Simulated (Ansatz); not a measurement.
# InH (model cell, started as wurtzite): following an unstable mode

Which phase does InH (model cell, started as wurtzite) fall into along its unstable mode, and how much energy does it gain?

Main program and level: Ansatz 0.2.0; DFT PBEsol, scalar-relativistic, plane waves, PAW.

The structure was built from a prototype and need not be the compound's stable phase.

## Step 1: Set-up

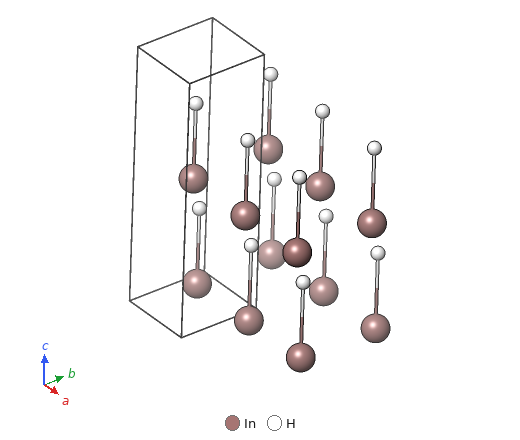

The starting structure, seen slightly off an axis (indium brown, hydrogen white). 3×2×1 cells are drawn.

## Step 2: Phonons on a q mesh

The cell comes from relaxations at this level that are not shown. Stability and thermal properties need the whole zone. Linear response on a 3×3×2 q mesh gives force constants as far as a supercell of that size would.

input.yaml reads:

```yaml
crystal:
  lattice:
    - [3.2601836778, 0.0, 0.0]
    - [-1.6300918389, 2.8234018859, 0.0]
    - [0.0, 0.0, 6.8269828696]
  atoms:
    - { symbol: In, position: [0.3333333333, 0.6666666667, 0.0396338471] }
    - { symbol: In, position: [0.6666666667, 0.3333333333, 0.5396338471] }
    - { symbol: H, position: [0.3333333333, 0.6666666667, 0.3353661529] }
    - { symbol: H, position: [0.6666666667, 0.3333333333, 0.8353661529] }
kpoints:
  mp_grid: { grid: [15, 15, 8] }
hamiltonian:
  xc: pbesol
scf:
  occupations: { method: methfessel_paxton, width: 0.2 }
output:
  eigenvalues: true
phonons:
  method: dfpt
  qmesh: [3, 3, 2]
  temperatures: { t_max: 1000, t_step: 50 }
  qpath:
    path:
      - [[0.0, 0.0, 0.0], [0.5, 0.0, 0.0], [0.33333333, 0.33333333, 0.0], [0.0, 0.0, 0.0], [0.0, 0.0, 0.5], [0.5, 0.0, 0.5], [0.33333333, 0.33333333, 0.5], [0.0, 0.0, 0.5]]
      - [[0.5, 0.0, 0.5], [0.5, 0.0, 0.0]]
      - [[0.33333333, 0.33333333, 0.5], [0.33333333, 0.33333333, 0.0]]
    npoints: 10
```

Launch:

```bash
> ansatz run input.yaml --threads 4 --pin off --max-ram 7168MiB --backend cpu --events-out ev --progress --plain --runs-dir out
```

Numbers of over 12 decimals in the logs are rounded to 6 here.

Log:

```text
Warning: phonons: the dynamical matrix that this run interpolates holds no multipole term above the dipole-dipole one, and a site of this crystal is no centre of inversion, so its interpolated transverse optical and acoustic branches and sound speeds can stay off near Gamma, and the density of states and the thermodynamics with them. What a run solves at a wave vector of phonons.qpoints, Gamma apart, where the deck admits one, is free of this, and under fd what a larger phonons.supercell samples
Engine: ansatz 0.2.0, aarch64-unknown-linux-gnu
Pseudopotentials: kind: paw
Pseudopotential: In, paw, valence charge 13, recommended cutoff 420 eV (normal), In.paw.azcp
Pseudopotential: H, paw, valence charge 1, recommended cutoff 420 eV (normal), H.paw.azcp
Functional definition: PBEsol
  exchange = pbesol_x
  correlation = pbesol_c
Crystal: 4 atoms, lattice volume = 62.841 Å³
Basis set: ecut = 420 eV, 1259 PW (Γ), exchange–correlation on 48×48×96 points (8 copies of the dense FFT grid, shifted against one another)
Bands: 18, of which v1, the nominal top of the filled ones, is band 14 counted from 1 (13 counted from 0)
Symmetry: 12 space group operations
k-points: 135 of 1800 (time reversal used)
Non-local potential: In, projectors of the file, l = 0: 2, l = 1: 2, l = 2: 2, l = 3: 2
Non-local potential: H, projectors of the file, l = 0: 2, l = 1: 1
PAW form: soft (Blöchl's): semilocal exchange-correlation on the pseudo side does not see the compensation charge
PAW frozen core: In, regenerated for the run's functional, and the local potential with it (the file was generated under x = pbe(κ = 0.804, μ = 0.219515), c = pbe(β = 0.066725))
PAW one-centre angular grid: In, 590 points (default); XC on 64 Gauss nodes
PAW one-centre angular grid: H, 110 points (default); XC on 64 Gauss nodes
Initial density: superposition of atomic densities (neutral atoms: chi_scale 0, normalization atom), corrected by the library's trained network
Initial wavefunctions: pseudopotential atomic-orbital guess
Functional: x = pbesol(κ = 0.804, μ = 0.123457), c = pbesol(β = 0.046)
SCF iter   1: F=—  HF=-11080.476876 eV  |F-HF|=—  |Δ(HF+E_count)|=         —  Δρ=9.24e-3  dr2=5.20e-2  ethr=1.77e-3  ⟨swp⟩=6.3  Hψ=26220  notcnv=0  defer=4
automatic band count: the SCF goes on with 22 bands, as 18 were too few: they end inside the smearing window of the response
preconditioner: auto → none  [insulator: Δε(μ)=0.134 eV  Ē_g=17.377 eV  σ=0.200 eV  W_gap=0.53  n_scr=10 (ndim 8)  ℏωp=24.8 eV  f_vac=0.000  D(μ)=0.49/eV (n_scr^D=2)  ε∞_Penn≈3.0]
SCF iter   2: F=—  HF=-11080.459328 eV  |F-HF|=—  |Δ(HF+E_count)|=   1.75e-2  S|Δr|=    0.00e0  Δρ=3.98e-3  dr2=8.29e-3  ethr=1.86e-4  ⟨swp⟩=1.0  Hψ=4050  notcnv=0  defer=4
SCF iter   3: F=—  HF=-11080.457029 eV  |F-HF|=—  |Δ(HF+E_count)|=   2.30e-3  S|Δr|=    0.00e0  Δρ=8.30e-4  dr2=3.34e-4  ethr=2.96e-5  ⟨swp⟩=2.0  Hψ=3045  notcnv=0  defer=4
SCF iter   4: F=—  HF=-11080.456967 eV  |F-HF|=—  |Δ(HF+E_count)|=   6.23e-5  S|Δr|=    0.00e0  Δρ=2.06e-4  dr2=1.72e-5  ethr=1.19e-6  ⟨swp⟩=2.1  Hψ=4504  notcnv=0  defer=4
SCF iter   5: F=—  HF=-11080.456967 eV  |F-HF|=—  |Δ(HF+E_count)|=   4.18e-7  S|Δr|=    0.00e0  Δρ=4.38e-5  dr2=4.82e-7  ethr=6.14e-8  ⟨swp⟩=2.6  Hψ=4658  notcnv=0  defer=4
SCF iter   6: F=—  HF=-11080.456970 eV  |F-HF|=—  |Δ(HF+E_count)|=   2.31e-6  S|Δr|=    0.00e0  Δρ=5.39e-6  dr2=6.64e-9  ethr=1.72e-9  ⟨swp⟩=2.1  Hψ=3199  notcnv=0  defer=4
SCF iter   7: F=—  HF=-11080.456970 eV  |F-HF|=—  |Δ(HF+E_count)|=   1.01e-8  S|Δr|=    0.00e0  Δρ=4.99e-7  dr2=6.91e-11  ethr=2.37e-11  ⟨swp⟩=2.0  Hψ=3307  notcnv=0  defer=4
SCF iter   8: F=-11080.456970 eV  HF=-11080.456970 eV  |F-HF|=5.46e-12  |Δ(HF+E_count)|=  6.37e-11  S|Δr|=    0.00e0  Δρ=6.19e-8  dr2=1.81e-12  ethr=1.00e-12  ⟨swp⟩=9.7  Hψ=16594  notcnv=0
SCF 1 converged in 8 iterations: F = -11080.456970 eV  dr2 = 1.81e-12
  greatest PAW one-centre occupation: 0.982 electrons in one spin orbital (limit 2), on the In atom at site 0 (counted from 0), in its partial waves of l = 2
Initial density: read from a saved state, or passed on in memory by an earlier SCF of this step, an earlier step, the calling program or the single point that the run made first
iter 1 solved again at ethr=2.18e-7 eV; its pass at ethr=3.10e-3 eV (dr2=6.10e-5 eV) is discarded
SCF iter   1: F=—  HF=-11080.456972 eV  |F-HF|=—  |Δ(HF+E_count)|=         —  Δρ=1.35e-6  dr2=5.15e-10  ethr=2.18e-7  ⟨swp⟩=2.5  Hψ=17091  notcnv=0
eigensolver tolerance schedule: the retry pair's looser diagonalisation over-reported the residual by 118456.47 of it (diagonalisation noise at an unbounded share of the residual, at the tolerance the schedule requests for it); recorded, not acted on — ethr = c·dr2/N_el stays at c = 1.0e-1
preconditioner: auto → Kerker (q_TF=auto, 2.384 Å⁻¹)  [metal: Δε(μ)=0.115 eV  Ē_g=14.980 eV  σ=0.200 eV  W_gap=0.46  n_scr=10 (ndim 8)  ℏωp=24.8 eV  f_vac=0.000  D(μ)=0.57/eV (n_scr^D=2)]
SCF iter   2: F=—  HF=-11080.456970 eV  |F-HF|=—  |Δ(HF+E_count)|=   2.91e-6  S|Δr|=    0.00e0  Δρ=9.36e-7  dr2=2.91e-10  ethr=1.84e-12  ⟨swp⟩=3.5  Hψ=6403  notcnv=0
SCF iter   3: F=—  HF=-11080.456970 eV  |F-HF|=—  |Δ(HF+E_count)|=  1.22e-10  S|Δr|=    0.00e0  Δρ=5.64e-7  dr2=1.01e-10  ethr=1.04e-12  ⟨swp⟩=2.0  Hψ=3924  notcnv=0
SCF iter   4: F=—  HF=-11080.456970 eV  |F-HF|=—  |Δ(HF+E_count)|=  5.46e-11  S|Δr|=    0.00e0  Δρ=2.03e-7  dr2=1.18e-11  ethr=1.00e-12  ⟨swp⟩=2.0  Hψ=3780  notcnv=0
SCF iter   5: F=-11080.456970 eV  HF=-11080.456970 eV  |F-HF|=3.64e-12  |Δ(HF+E_count)|=  7.28e-12  S|Δr|=    0.00e0  Δρ=1.27e-7  dr2=4.57e-12  ethr=1.00e-12  ⟨swp⟩=2.5  Hψ=5844  notcnv=0
SCF 2 converged in 5 iterations: F = -11080.456970 eV  dr2 = 4.57e-12
phonons: the bands overlap, so this run is a metal and interpolates without the dipole-dipole term. If the crystal is really an insulator or semiconductor, its LO-TO splitting is missing
NSCF: frozen V_eff on 135 k-points
NSCF: frozen V_eff on 488 k-points
DFPT response loops at q = (0, 0, 0) (fractional): preconditioner auto → Kerker (q_TF=auto, 2.384 Å⁻¹) (partly filled bands, converged f_vac=0.000); β = 1.00, the filter's whole step (`scf.mixing.beta` (0.50) is not read by the response loops under this deck's `scf.mixing.preconditioner`; to damp them name `kerker` or `kerker_dos`, under which they read `scf.mixing.beta`, and type it under 1.00, their step now; both keys bind the ground state too); Broyden in place of MSR1
NSCF: frozen V_eff on 976 k-points
DFPT response loops at q = (0, 0, -0.5) (fractional): mixed as the last ones told, above
NSCF: frozen V_eff on 1920 k-points
DFPT response loops at q = (0, 0.333333, 0) (fractional): mixed as the last ones told, above
NSCF: frozen V_eff on 1920 k-points
DFPT response loops at q = (0, 0.333333, -0.5) (fractional): mixed as the last ones told, above
NSCF: frozen V_eff on 1830 k-points
DFPT response loops at q = (0.333333, 0.333333, 0) (fractional): mixed as the last ones told, above
NSCF: frozen V_eff on 1830 k-points
DFPT response loops at q = (0.333333, 0.333333, -0.5) (fractional): mixed as the last ones told, above
SCF converged after 8 iterations
Stability not checked: this state was not tested for a lower state beside it, because cold or Methfessel-Paxton smearing, or corrected tetrahedra, fill the levels in a way that the test cannot read (fill_not_monotonic; see scf.lower_state_search)
Free energy (F): -11080.456970 eV
Harris-Foulkes:  -11080.456970 eV  (|F-HF|=5.46e-12)
Internal energy: -11080.461045 eV  (E = F + TS)
E sigma→0 (E₀):  -11080.457988 eV
Entropy (-TS):   0.004076 eV (1.019 meV/atom)
Fermi energy:    8.511910 eV
--- Per-component energies (eV) ---
  E_band       = -88.841996
  E_kinetic    = 508.633850
  E_local      = -2349.505523  (includes V_loc(G=0)·N_el)
  E_nonlocal   = 737.752349
  E_hartree    = 918.027009
  E_xc         = -444.967413
  E_vxc        = -222.868631  (∫ρ·V_xc dr)
  E_paw        = -8164.081498  (= ΣΔE_a)
  E_vpaw       = -598.906039  (= ΣTr[D̂ρ^β])
  E_aug_tail   = -0.001975  (compensation charges beyond the density's cutoff)
  E_ewald      = -2286.789650
  E_core_change = 0.471805  (= ΣΔE_core)
  E_smearing   = 0.004076  (= −TS)
  E_closure    = 0.000000  (closes the sum)
  Σ components = -11080.456970   (vs F -11080.456970, Δ=0.00e0)
--- Band table (eV; the first three rows and the last of 135) ---
  k-point 0: bands = [... 10 lower, -1.7035, 1.2311, 2.3881, 10.5134, 12.6057, 15.5078, 17.6814, 17.6814, ... 4 higher]
  k-point 1: bands = [... 10 lower, -1.6512, 0.8157, 2.9077, 9.8456, 13.1602, 15.4815, 17.7256, 17.7256, ... 4 higher]
  k-point 2: bands = [... 10 lower, -1.4938, 0.1850, 3.8496, 8.6392, 13.9945, 15.3998, 17.8549, 17.8549, ... 4 higher]
  k-point 134: bands = [... 10 lower, 3.7632, 3.7632, 6.4607, 6.4607, 7.9231, 7.9231, 11.5989, 11.5989, ... 4 higher]
--- Phonons (Γ-DFPT): 4 representative perturbations + reference (Σ response iterations 14) ---
  ASR residual: 1.277e-5 → 0.000e0 eV/Å²; symmetrization residual: 8.543e-7 eV/Å²
  ASR residual per site (eV/Å²): 9.53e-6 9.53e-6 1.28e-5 1.28e-5
  Γ frequencies (cm⁻¹): -255.85 -255.85 -121.13 -121.13 -7.87 0.00 0.00 0.00 37.69 37.69 633.18 791.52
--- Phonons (arbitrary-q DFPT): 6 irreducible q on the 3×3×2 mesh ---
  q = [0.0000, 0.0000, 0.0000] (star 1, of the zone-centre solve; hermiticity 4.47e-7, symmetrization 1.72e-12): -255.85 -255.85 -121.13 -121.13 -7.87 -0.00 0.00 0.00 37.69 37.69 633.18 791.52
  q = [0.0000, 0.0000, -0.5000] (star 1, 4 solved perturbations in 1360 linear systems a pass and spin channel, the states on 488 of 1800 k-point pairs; hermiticity 3.14e-7, symmetrization 8.23e-13): -186.52 -186.52 -186.52 -186.52 30.66 30.66 30.66 30.66 65.18 65.18 503.03 503.03
  q = [0.0000, 0.3333, 0.0000] (star 6, 12 solved perturbations on 960 of 1800 k-point pairs; hermiticity 4.36e-7, symmetrization 7.49e-7): -504.98 -459.22 -248.51 -89.22 33.95 36.62 45.46 97.08 111.26 195.90 438.50 681.29
  q = [0.0000, 0.3333, -0.5000] (star 6, 12 solved perturbations on 960 of 1800 k-point pairs; hermiticity 4.43e-7, symmetrization 8.76e-7): -471.55 -471.55 -246.21 -246.21 42.29 42.29 56.03 56.03 101.45 101.45 614.95 614.95
  q = [0.3333, 0.3333, 0.0000] (star 2, 4 solved perturbations in 2476 linear systems a pass and spin channel, the states on 915 of 1800 k-point pairs; hermiticity 5.35e-7, symmetrization 3.31e-8): -540.65 -313.03 -313.03 -218.70 -43.82 -43.82 75.26 86.53 102.28 102.28 473.41 473.41
  q = [0.3333, 0.3333, -0.5000] (star 2, 4 solved perturbations in 2476 linear systems a pass and spin channel, the states on 915 of 1800 k-point pairs; hermiticity 6.83e-7, symmetrization 4.56e-8): -458.73 -458.73 -358.75 -358.75 63.47 63.47 79.04 79.04 104.24 104.24 647.28 647.28
  sum rule: each row above includes the acoustic sum rule's correction from the zone centre's row sums; it moved no ω² by more than (1.86 cm⁻¹)²
  mesh force constants: q→R imaginary residual 0.00e0; ASR residual 1.277e-5 → 0.000e0 eV/Å²; symmetrization residual 3.553e-15 eV/Å²
  interpolated dispersion: 93 rows × 12 modes
  density of states and harmonic sums: on the 24×24×10 q-mesh, interpolated from the force constants of a 3×3×2 supercell (no non-analytic term)
  largest difference from the sums on the solved wave vectors: F 8.52e-2 eV, S 1.10e-4 and C_V 2.76e-5 eV/K
  zero-point energy: 0.098548 eV/cell   skipped modes (ω ≤ 0): 1528, of them read as no rigid motion or as one in doubt: 1525 (4.159e0 modes/cell left out, lowest -544.26 cm⁻¹)   left out of the sums: 3.47e-1 of the cell's modes: C_V's classical limit lies that fraction below 3 k_B per atom; for a crystal, a wire or a layer, F and S can be off by more, and a phonons.interpolated_qmesh denser along its periods is the remedy for the sampling
```

It took 12 min on 4 threads of Arm Neoverse V2, shared host; peak memory 3 GiB.

Numbers from this step:

```yaml
volume_per_atom: 15.71 Å³
gap_on_the_k_mesh: 0 eV
sum_rule_residual_before_enforcement: 1.28e-5 eV/Å²
lowest_frequency_on_the_path: -544.4 cm⁻¹
point_group: 6mm
highest_frequency_on_the_path_or_at_a_solved_wavevector: 791.5 cm⁻¹
highest_optical_mode_at_the_zone_centre_no_lo_to_term: 791.5 cm⁻¹
lowest_optical_zone_centre_mode: -255.8 cm⁻¹
lowest_mode_on_the_q_mesh_acoustic_modes_at_gamma_apart: -540.6 cm⁻¹
```

Frequencies (cm⁻¹) solved at each irreducible wavevector; negative means imaginary. Frequencies by wavevector, by row:

```
q in reciprocal lattice units  star  mode 1  mode 2  mode 3  mode 4  mode 10  mode 11  mode 12
                        0 0 0     1  -255.8  -255.8  -121.1  -121.1     37.7    633.2    791.5
                     0 0 -0.5     1  -186.5  -186.5  -186.5  -186.5     65.2      503      503
                   0 0.3333 0     6    -505  -459.2  -248.5   -89.2    195.9    438.5    681.3
                0 0.3333 -0.5     6  -471.6  -471.6  -246.2  -246.2    101.5      615      615
              0.3333 0.3333 0     2  -540.6    -313    -313  -218.7    102.3    473.4    473.4
           0.3333 0.3333 -0.5     2  -458.7  -458.7  -358.8  -358.8    104.2    647.3    647.3
```

Interpolated from a 3×3×2 q mesh. Phonon branches along the path, in cm⁻¹:

| point | branch 1 | branch 2 | branch 3 | branch 4 | branch 9 | branch 10 | branch 11 | branch 12 |
| --- | --- | --- | --- | --- | --- | --- | --- | --- |
| Γ | -256 | -256 | -121 | -121 | 38 | 38 | 633 | 792 |
| M | -540 | -481 | -288 | -108 | 117 | 214 | 398 | 607 |
| K | -541 | -313 | -313 | -219 | 102 | 102 | 473 | 473 |
| Γ | -256 | -256 | -121 | -121 | 38 | 38 | 633 | 792 |
| A | -186 | -186 | -186 | -186 | 65 | 65 | 503 | 503 |
| L | -511 | -511 | -257 | -257 | 112 | 112 | 634 | 634 |
| H | -459 | -459 | -359 | -359 | 104 | 104 | 647 | 647 |
| A | -186 | -186 | -186 | -186 | 65 | 65 | 503 | 503 |
| jump to L | -511 | -511 | -257 | -257 | 112 | 112 | 634 | 634 |
| M | -540 | -481 | -288 | -108 | 117 | 214 | 398 | 607 |
| jump to H | -459 | -459 | -359 | -359 | 104 | 104 | 647 | 647 |
| K | -541 | -313 | -313 | -219 | 102 | 102 | 473 | 473 |

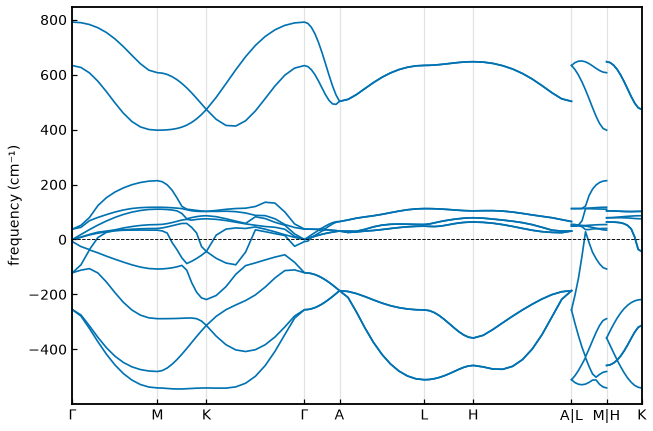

Phonon branches along the path.

Symmetry leaves 6 wavevectors to solve. The lowest mode among them, the acoustic zeros apart, lies at q = (0.333, 0.333, 0) and is imaginary, 540.6i cm⁻¹, so the energy falls along it. Between them the interpolated path dips to 544i cm⁻¹.

## Step 3: The mode frozen in, largest atomic shift 0 Å

The mode followed lies at q = (0.333, 0.333, 0) with frequency 540.7i cm⁻¹, the softest among the wavevectors solved. At small amplitude the distorted cell has space group no. 185 by a symmetry search on the positions. The undistorted cell that holds it gives the zero of energy on the same k mesh.

System of this step: InH (model cell, started as wurtzite). The structure is hexagonal, space group P6_3mc (No. 186). Conventional cell: a = 3.260 Å, b = 3.260 Å, c = 6.827 Å, α = 90.00°, β = 90.00°, γ = 120.00°. In has 1 H at 2.02 Å nearest. Nearest to H lie 1 In at 2.02 Å. Farther neighbours are not listed.

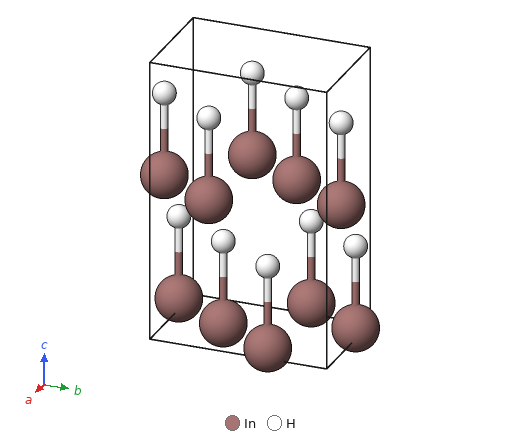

The cell of this step (indium brown, hydrogen white). Some periodic images of atoms are drawn too.

input.yaml reads:

```yaml
crystal:
  lattice:
    - [4.8902755167, -2.8234018859, 0.0]
    - [4.8902755166, 2.823401886, 0.0]
    - [0.0, 0.0, 6.8269828696]
  atoms:
    - { symbol: In, position: [0.6666666667, 0.3333333333, 0.0396338471] }
    - { symbol: In, position: [0.0, 0.6666666667, 0.0396338471] }
    - { symbol: In, position: [0.3333333333, 0.0, 0.0396338471] }
    - { symbol: In, position: [0.0, 0.3333333333, 0.5396338471] }
    - { symbol: In, position: [0.3333333333, 0.6666666667, 0.5396338471] }
    - { symbol: In, position: [0.6666666667, 0.0, 0.5396338471] }
    - { symbol: H, position: [0.6666666667, 0.3333333333, 0.3353661529] }
    - { symbol: H, position: [0.0, 0.6666666667, 0.3353661529] }
    - { symbol: H, position: [0.3333333333, 0.0, 0.3353661529] }
    - { symbol: H, position: [0.0, 0.3333333333, 0.8353661529] }
    - { symbol: H, position: [0.3333333333, 0.6666666667, 0.8353661529] }
    - { symbol: H, position: [0.6666666667, 0.0, 0.8353661529] }
kpoints:
  mp_grid: { grid: [9, 9, 6] }
hamiltonian:
  xc: pbesol
scf:
  occupations: { method: methfessel_paxton, width: 0.2 }
output:
  forces: true
  stress: true
  eigenvalues: true
```

Log:

```text
[...]
Crystal: 12 atoms, lattice volume = 188.523 Å³
Basis set: ecut = 420 eV, 3683 PW (Γ), exchange–correlation on 80×80×96 points (8 copies of the dense FFT grid, shifted against one another)
Bands: 54, of which v1, the nominal top of the filled ones, is band 42 counted from 1 (41 counted from 0)
Symmetry: 36 space group operations
[...]
k-point 0: bands = [... 38 lower, 7.1512, 7.3964, 7.3964, 7.3964, 7.3964, 9.1723, 9.1723, 9.2302, ... 8 higher]
  k-point 1: bands = [... 38 lower, 7.0777, 7.0777, 7.0777, 7.2416, 7.2416, 8.9401, 8.9401, 9.4785, ... 8 higher]
  k-point 2: bands = [... 38 lower, 6.6378, 6.6378, 6.6378, 7.5060, 7.5060, 7.7977, 8.4398, 8.4398, ... 8 higher]
  k-point 47: bands = [... 38 lower, 7.0763, 7.0763, 7.0763, 7.0763, 9.7374, 9.7374, 9.7374, 9.7374, ... 8 higher]
[key lines of the parts left out:]
SCF converged after 7 iterations
Free energy (F): -33241.321788 eV
Fermi energy:    8.479983 eV
P = ⅓ Tr σ = 0.1042 GPa (1.042 kbar)
```

Elapsed: 7.4 s, on 4 threads; peak memory 0.69 GiB.

Numbers from this step:

| Property | Result |
| --- | --- |
| pressure | 0.1042 GPa |
| energy from the undistorted cell | 0 meV/atom |

The run ends at a pressure of 0.10 GPa, with forces up to 0.0091 eV/Å.

## Step 4: The mode frozen in, largest atomic shift 0.45 Å

The atoms are moved along the unstable eigenvector, the largest shift by 0.45 Å, with the cell fixed.

input.yaml reads:

```yaml
crystal:
  lattice:
    - [4.8902755167, -2.8234018859, 0.0]
    - [4.8902755166, 2.823401886, 0.0]
    - [0.0, 0.0, 6.8269828696]
  atoms:
    - { symbol: In, position: [0.6669316181, 0.3333333333, 0.0396338454] }
    - { symbol: In, position: [-0.0002649543, 0.6669316334, 0.039633848] }
    - { symbol: In, position: [0.3333333458, -0.0002649667, 0.039633848] }
    - { symbol: In, position: [-0.0002649514, 0.3333333333, 0.5396338454] }
    - { symbol: In, position: [0.3333333209, 0.6669316334, 0.539633848] }
    - { symbol: In, position: [0.666931621, -0.0002649667, 0.539633848] }
    - { symbol: H, position: [0.5869755674, 0.3333333333, 0.3353663025] }
    - { symbol: H, position: [0.0796897448, 0.5869753854, 0.3353660781] }
    - { symbol: H, position: [0.3333317969, 0.0796912813, 0.3353660781] }
    - { symbol: H, position: [0.0796910993, 0.3333333333, 0.8353663025] }
    - { symbol: H, position: [0.3333348698, 0.5869753854, 0.8353660781] }
    - { symbol: H, position: [0.5869769218, 0.0796912813, 0.8353660781] }
kpoints:
  mp_grid: { grid: [9, 9, 6] }
hamiltonian:
  xc: pbesol
scf:
  occupations: { method: methfessel_paxton, width: 0.2 }
output:
  forces: true
  stress: true
  eigenvalues: true
```

Log:

```text
[...]
k-point 0: bands = [... 38 lower, 6.6485, 6.6485, 7.3093, 8.0758, 8.0758, 8.9126, 8.9241, 8.9241, ... 8 higher]
  k-point 1: bands = [... 38 lower, 6.4944, 6.4944, 7.3982, 7.6650, 7.6650, 8.6189, 9.0453, 9.3721, ... 8 higher]
  k-point 2: bands = [... 38 lower, 6.3762, 6.3762, 7.0373, 7.0373, 7.6580, 8.0876, 8.4560, 8.5674, ... 8 higher]
  k-point 47: bands = [... 38 lower, 6.9049, 6.9049, 7.4033, 7.4033, 9.5368, 9.5368, 9.8568, 9.8568, ... 8 higher]
[key lines of the parts left out:]
SCF converged after 7 iterations
Free energy (F): -33241.701092 eV
Fermi energy:    8.406435 eV
P = ⅓ Tr σ = 0.0835 GPa (0.835 kbar)
```

Run time: 7.4 s. Hardware: 4 threads; peak memory 0.69 GiB; 29 s of CPU time.

This step gave:

| Item | Value |
| --- | --- |
| pressure | 0.08346 GPa |
| energy from the undistorted cell | -31.67 meV/atom |

The energy, extrapolated to zero smearing, is -31.67 meV/atom against the undistorted cell.

The run ends at a pressure of 0.08 GPa, with forces up to 0.17 eV/Å.

(Part 1 of 2 ends here.)

[Logs are printed without paths, hosts, clocks, repeated set-up lines and the standing remarks that a program may print on its own settings, such as how far it seeks lower states.]

[Hosts, paths, dates, database ids (printed as entryN), source tags and the programs' standing remarks are cut or masked in the printed files.]
